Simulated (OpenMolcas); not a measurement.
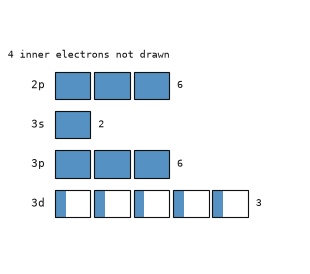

The outer shells of the leading configuration of the lowest level: a box for each of the 2l + 1 orbitals, shaded by the share of the shell that is filled, with the electron count at the right.

Run report: Cr³⁺ complex, multiconfigurational calculation (part 1 of 2)

Cr³⁺ with 4 ligands (Br; tetrahedron, 2.4 Å), neutralised by 4 outer point charges of +0.25 e, whose field is part of the energies. Computed at this level: state-averaged CASSCF, active space 3 electrons in the shell 3d, basis ANO-RCC-VDZP on the metal and ANO-RCC-VDZP on the ligands, DKH2 scalar Hamiltonian, spin-orbit coupling by RASSI with atomic mean-field integrals (OpenMolcas).

## Summary

- outcome: converged
- energy of the lowest spin-free term: −11467.30906 hartree
- energy of the lowest spin-orbit level: −11467.30962 hartree
- largest spread among components of a term: 0.0 cm⁻¹
- hardware: 1 thread of Arm Neoverse V2, 24 GiB of memory available, shared host
- wall time: 75 s

## Remarks

Without dynamic correlation the splittings between terms come out too large, often by 20 to 50 %. To bear in mind: covalent bonds, ligand orbitals missing from the active space; distances are set from ionic radii, not optimised.

## The input
```
&GATEWAY
Coord
5

Cr 0.0 0.0 0.0
Br 1.385641 1.385641 1.385641
Br 1.385641 -1.385641 -1.385641
Br -1.385641 1.385641 -1.385641
Br -1.385641 -1.385641 1.385641
Basis=Cr.ANO-RCC-VDZP,Br.ANO-RCC-VDZP
Group=NoSym
NoMove
AngMom=0.0 0.0 0.0
AMFI
RICD
XField
4 Angstrom 0
2.886752 2.886752 2.886752 0.250000
2.886752 -2.886752 -2.886752 0.250000
-2.886752 2.886752 -2.886752 0.250000
-2.886752 -2.886752 2.886752 0.250000
&SEWARD
&RASSCF
FileOrb=start.orb
Symmetry=1
Spin=4
nActEl=3 0 0
Inactive=81
Ras2=5
CIRoot=10 10 1
SDav=10
CIMx=300
Iter=150 100
PrWF=0.3
OrbListing=Nothing
MaxOrb=0
LevShft=1.0
>>> COPY $Project.JobIph JOB001
&RASSCF
FileOrb=start.orb
Symmetry=1
Spin=2
nActEl=3 0 0
Inactive=81
Ras2=5
CIRoot=40 40 1
SDav=40
CIMx=300
Iter=150 100
PrWF=0.3
OrbListing=Nothing
MaxOrb=0
LevShft=1.0
>>> COPY $Project.JobIph JOB002
&RASSI
NrOfJobIphs=2 10 40
1 2 3 4 5 6 7 8 9 10
1 2 3 4 5 6 7 8 9 10 11 12 13 14 15 16 17 18 19 20 21 22 23 24 25 26 27
28 29 30 31 32 33 34 35 36 37 38 39 40
IphNames
JOB001
JOB002
EJob
SpinOrbit
DIPRint=1.0
SOCoupling=1000.0
Subsets=2
Property=9
'ANGMOM' 1 'ANGMOM' 2 'ANGMOM' 3 'MLTPL  1' 1 'MLTPL  1' 2 'MLTPL  1' 3
'AMFI' 1 'AMFI' 2 'AMFI' 3
SOProperty=3
'ANGMOM' 1 'ANGMOM' 2 'ANGMOM' 3
```

The file start.orb holds starting orbitals from an earlier step. A driver script formed the levels outside the program, from RASSI's spin-orbit matrix and the active-space energies, averaged over the components of each term or state.

Command:
```bash
OMP_NUM_THREADS=1 MOLCAS_MEM=2457 MOLCAS_PROJECT=a pymolcas a.inp > a.log  # once for each step of the input, in one work folder
```

## Log (extracts)
```
--- SEWARD ---
Basis set label: CR.ANO-RCC...5S4P2D1F.

      Electronic valence basis set:
      ------------------
      Associated Effective Charge  24.000000 au
      Associated Actual Charge     24.000000 au
      Nuclear Model: Point charge

      Shell  nPrim  nBasis  Cartesian Spherical Contaminant
         s      21       5        X
         p      15       4        X
         d      10       2                 X
         f       6       1                 X
                  Relativistic Douglas-Kroll-Hess integrals:
                    - DKH order of Hamiltonian: 2
                    - DKH order of Properties : 0
                  Atomic mean-field integrals
--- RASSCF ---
Wave function specifications:
      -----------------------------

      Number of closed shell electrons         162
      Number of electrons in active shells       3
      Max number of holes in RAS1 space          0
      Max nr of electrons in RAS3 space          0
      Number of inactive orbitals               81
      Number of active orbitals                  5
      Number of secondary orbitals              56
      Spin quantum number                      1.5
      State symmetry                             1
Orbital specifications:
      -----------------------

      Symmetry species                           1
                                                 a
      Frozen orbitals                            0
      Inactive orbitals                         81
      Active orbitals                            5
      RAS1 orbitals                              0
      RAS2 orbitals                              5
      RAS3 orbitals                              0
      Secondary orbitals                        56
      Deleted orbitals                           0
      Number of basis functions                142
      Number of CSFs                            10
      Number of root(s) required                10
      Iter CI   SX   CI       RASSCF       Energy    max ROT     max BLB   max BLB  Level Ln srch  Step   QN
          iter iter root      energy       change     param      element    value   shift minimum  type update
 Nr of preliminary CI iterations:   1
      Total energies have been shifted. Add               -11000.00 au
        1   1   16    0  -466.60558546    0.00E+00  -1.06E-01*   9 106 1 -3.17E-01*  1.29   0.00    SX    NO
        2   1   16    0  -467.08373362   -4.78E-01* -3.35E-02    7 104 1  6.13E-02*  0.97   0.00    SX    NO
        3   1   15    0  -467.21728111   -1.34E-01* -2.37E-02    9 106 1  4.95E-02*  0.81   0.00    SX    NO
        4   1   15    0  -467.25617709   -3.89E-02*  1.39E-02    8 105 1  2.16E-02*  0.74   0.00    SX    NO
        5   1   15    0  -467.26783526   -1.17E-02*  1.38E-02   52  83 1  1.14E-02*  0.72   2.14    LS   YES
        6   1   14    0  -467.27250829   -4.67E-03*  8.44E-03   86  95 1 -7.17E-03*  0.70   1.15    QN   YES
        7   1   13    0  -467.27374160   -1.23E-03*  4.37E-03    7 104 1 -7.57E-03*  0.70   1.53    LS   YES
        8   1   13    0  -467.27391036   -1.69E-04* -1.16E-03    7 104 1 -8.68E-03*  0.70   1.03    QN   YES
        9   1   13    0  -467.27409802   -1.88E-04*  5.72E-04    8 105 1  1.93E-03*  0.69   1.28    QN   YES
       10   1   11    0  -467.27414632   -4.83E-05* -4.82E-04    7 104 1  1.44E-03*  0.70   1.33    QN   YES
       11   1   11    0  -467.27415761   -1.13E-05*  2.06E-04    8 105 1  5.00E-04*  0.70   1.42    QN   YES
       12   1   10    0  -467.27416014   -2.54E-06*  8.88E-05   13  87 1 -1.29E-04*  0.70   1.43    LS   YES
       13   1   10    0  -467.27416019   -4.84E-08* -5.25E-05    9 106 1 -3.31E-04*  0.70   0.56    QN   YES
       14   1    9    0  -467.27416054   -3.51E-07*  5.89E-05    7 104 1 -9.88E-05   0.70   1.49    QN   YES
       15   1    7    0  -467.27416065   -1.08E-07*  3.52E-05   22  84 1  2.08E-05   0.70   1.35    QN   YES
       16   1    7    0  -467.27416068   -2.58E-08*  2.19E-05    7 104 1  2.18E-05   0.70   1.17    QN   YES
       17   1    7    0  -467.27416068   -6.68E-09  -4.98E-06    7 104 1  7.08E-06   0.70   1.26    QN   YES
      Convergence after 17 iterations
       18   1    7    0  -467.27416068    4.46E-09  -4.98E-06   22  87 1  2.60E-06   0.70   1.26    QN   YES
      Natural orbitals and occupation numbers for root  1
      sym 1:   0.006959   0.006959   1.000000   0.993041   0.993041
      Natural orbitals and occupation numbers for root  2
      sym 1:   0.032024   0.032024   0.967976   1.000000   0.967976
      Natural orbitals and occupation numbers for root  3
      sym 1:   0.978062   0.021938   0.978062   0.021938   1.000000
::    RASSCF root number  1 Total energy: -11467.30905880
::    RASSCF root number  2 Total energy: -11467.30905880
::    RASSCF root number  3 Total energy: -11467.30905880
::    RASSCF root number  4 Total energy: -11467.28926571
::    RASSCF root number  5 Total energy: -11467.28926571
::    RASSCF root number  6 Total energy: -11467.28926571
::    RASSCF root number  7 Total energy: -11467.26581891
::    RASSCF root number  8 Total energy: -11467.22693811
::    RASSCF root number  9 Total energy: -11467.22693811
::    RASSCF root number 10 Total energy: -11467.22693811
--- RASSCF ---
Wave function specifications:
      -----------------------------

      Number of closed shell electrons         162
      Number of electrons in active shells       3
      Max number of holes in RAS1 space          0
      Max nr of electrons in RAS3 space          0
      Number of inactive orbitals               81
      Number of active orbitals                  5
      Number of secondary orbitals              56
      Spin quantum number                      0.5
      State symmetry                             1
Orbital specifications:
      -----------------------

      Symmetry species                           1
                                                 a
      Frozen orbitals                            0
      Inactive orbitals                         81
      Active orbitals                            5
      RAS1 orbitals                              0
      RAS2 orbitals                              5
      RAS3 orbitals                              0
      Secondary orbitals                        56
      Deleted orbitals                           0
      Number of basis functions                142
      Number of CSFs                            40
      Number of root(s) required                40
      Iter CI   SX   CI       RASSCF       Energy    max ROT     max BLB   max BLB  Level Ln srch  Step   QN
          iter iter root      energy       change     param      element    value   shift minimum  type update
 Nr of preliminary CI iterations:   1
      Total energies have been shifted. Add               -11000.00 au
        1   1    9    0  -467.17770124    0.00E+00  -1.24E-02   84  93 1 -1.38E-02*  0.74   0.00    SX    NO
        2   1    9    0  -467.17923351   -1.53E-03*  4.24E-03   64 104 1 -6.25E-03*  0.75   0.00    SX    NO
        3   1    9    0  -467.17973972   -5.06E-04*  3.18E-03   84  93 1 -3.46E-03*  0.74   0.00    SX    NO
        4   1    9    0  -467.17993862   -1.99E-04* -1.60E-03   72  83 1 -2.44E-03*  0.74   0.00    SX    NO
        5   1    8    0  -467.18002316   -8.45E-05* -2.36E-03   72  83 1 -1.58E-03*  0.74   2.50    LS   YES
        6   1    8    0  -467.18008408   -6.09E-05* -9.93E-04   64 104 1  1.53E-03*  0.74   1.30    QN   YES
        7   1    7    0  -467.18009308   -9.00E-06*  2.84E-04   70  87 1 -5.06E-04*  0.74   1.00    QN   YES
        8   1    7    0  -467.18009459   -1.51E-06*  4.24E-04   70  87 1 -3.44E-04*  0.74   2.50    LS   YES
        9   1    7    0  -467.18009429    3.07E-07*  1.76E-04   64 104 1  6.22E-04*  0.74   0.41    LS   YES
       10   1    7    0  -467.18009486   -5.78E-07*  1.66E-04   64 104 1  3.90E-04*  0.74   1.26    QN   YES
       11   1    6    0  -467.18009529   -4.22E-07*  2.48E-04   70  87 1 -8.96E-05   0.74   2.50    LS   YES
       12   1    7    0  -467.18009485    4.38E-07*  1.44E-04   64 104 1 -5.18E-04*  0.74   0.17    LS   YES
       13   1    6    0  -467.18009527   -4.20E-07* -8.13E-05   64 104 1 -2.03E-04*  0.74   1.35    QN   YES
       14   1    6    0  -467.18009533   -6.42E-08* -1.22E-04   70 103 1 -3.95E-05   0.74   2.50    LS   YES
       15   1    6    0  -467.18009526    6.73E-08* -6.83E-05   64 104 1  2.25E-04*  0.74   0.20    LS   YES
       16   1    6    0  -467.18009533   -6.29E-08*  4.06E-05   64 104 1  8.10E-05   0.74   2.50    QN   YES
       17   1    5    0  -467.18009535   -2.00E-08*  2.90E-05   74  84 1  2.08E-05   0.74   1.35    QN   YES
       18   1    5    0  -467.18009536   -9.90E-09   1.82E-05   72  83 1 -8.80E-06   0.74   1.07    QN   YES
      Convergence after 18 iterations
       19   1    5    0  -467.18009536    5.28E-11   1.82E-05   70  87 1  9.43E-06   0.74   1.07    QN   YES
      Natural orbitals and occupation numbers for root  1
      sym 1:   0.112002   0.078646   0.970278   0.061298   1.777776
      Natural orbitals and occupation numbers for root  2
      sym 1:   0.089317   0.055962   1.777776   0.106666   0.970278
      Natural orbitals and occupation numbers for root  3
      sym 1:   0.154952   0.877680   0.968462   0.102893   0.896014
::    RASSCF root number  1 Total energy: -11467.24805156
::    RASSCF root number  2 Total energy: -11467.24805156
::    RASSCF root number  3 Total energy: -11467.23578682
::    RASSCF root number  4 Total energy: -11467.23578682
::    RASSCF root number  5 Total energy: -11467.23578682
::    RASSCF root number  6 Total energy: -11467.23298041
::    RASSCF root number  7 Total energy: -11467.23298041
::    RASSCF root number  8 Total energy: -11467.23298041
::    RASSCF root number  9 Total energy: -11467.22542054
::    RASSCF root number 10 Total energy: -11467.21418985
::    RASSCF root number 11 Total energy: -11467.21418985
::    RASSCF root number 12 Total energy: -11467.21418985
::    RASSCF root number 13 Total energy: -11467.20613565
::    RASSCF root number 14 Total energy: -11467.20613565
::    RASSCF root number 15 Total energy: -11467.20613565
::    RASSCF root number 16 Total energy: -11467.20594775
::    RASSCF root number 17 Total energy: -11467.20594775
::    RASSCF root number 18 Total energy: -11467.20594775
::    RASSCF root number 19 Total energy: -11467.20166300
::    RASSCF root number 20 Total energy: -11467.20166300
::    RASSCF root number 21 Total energy: -11467.18978769
::    RASSCF root number 22 Total energy: -11467.18978769
::    RASSCF root number 23 Total energy: -11467.18978769
::    RASSCF root number 24 Total energy: -11467.18936130
::    RASSCF root number 25 Total energy: -11467.18936130
::    RASSCF root number 26 Total energy: -11467.18936130
::    RASSCF root number 27 Total energy: -11467.18809248
::    RASSCF root number 28 Total energy: -11467.18809248
::    RASSCF root number 29 Total energy: -11467.14318150
::    RASSCF root number 30 Total energy: -11467.14318150
```

(Continued in part 2.)
